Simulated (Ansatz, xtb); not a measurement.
**Ligand exchange: SiH3Br + B(OH)F2 → SiH3(OH) + BBrF2**

Species: SiH3Br `[SiH3]Br`, singlet; B(OH)F2 (difluorohydroxyborane), singlet; SiH3(OH) (silanol), singlet; BBrF2 `FB(F)Br`, singlet. The partners trade Br for OH: Si–Br and B–OH bonds give way to Si–OH and B–Br.

Shapes, held fixed at every level: PBE0-D4/def2-TZVP. Programs: Ansatz 0.2.0, xtb 6.7.1. The zero-point and thermal change to 298 K, harmonic and unscaled (PBE0-D4/def2-TZVP), is -3.2 kJ/mol.

| level | kind | ΔH(298 K) (kJ/mol) | less CCSD(T)/def2-TZVPP |
| --- | --- | --- | --- |
| GFN2-xTB | semi-empirical | +46.3 | -21.4 |
| HF/def2-TZVPP | Hartree–Fock | +79.8 | +12.1 |
| SPW92/def2-TZVPP | LDA | +72.1 | +4.4 |
| r2SCAN0-D4/def2-TZVPP | global hybrid | +74.5 | +6.8 |
| wB97M-V/def2-TZVPP | range-separated hybrid | +70.5 | +2.8 |
| MP2/def2-SVP | perturbation theory | +86.9 | +19.2 |
| MP2/def2-TZVPP | perturbation theory | +65.8 | -1.9 |
| CCSD(T)/def2-TZVPP | coupled cluster or CI | +67.7 | 0.0 |

The highest level, CCSD(T)/def2-TZVPP, gives ΔH(298 K) = +67.7 kJ/mol; the levels span +46.3 to +86.9. The column of differences is taken from that level and isn't an error. No measured value is set beside it here. Relativity is left out for Br. Outer-core shells of Br are correlated in most correlated rows, in sets that cover them unevenly.

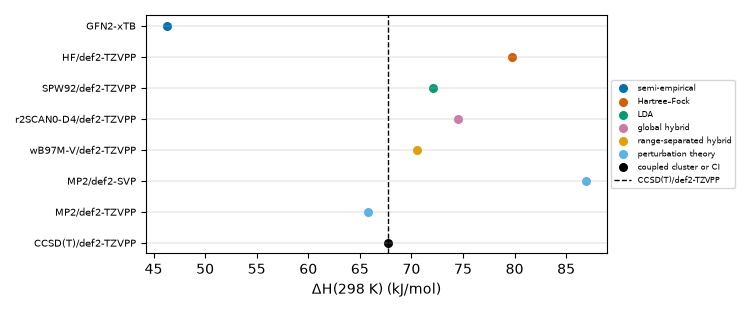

The values of the table, level by level.
